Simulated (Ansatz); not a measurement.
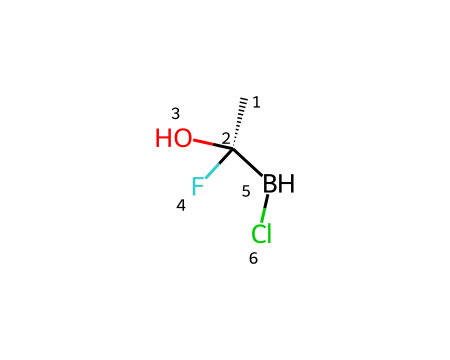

A structural formula, with wedges where it has stereocentres; small numbers name the atoms. The configuration is that of a computed structure (PBE0-D4/def2-TZVP).

Question: What are the Cahn–Ingold–Prelog descriptors?

Answer: C2: S.

Question: Write the isomeric SMILES.

Answer: C[C@@](O)(F)BCl
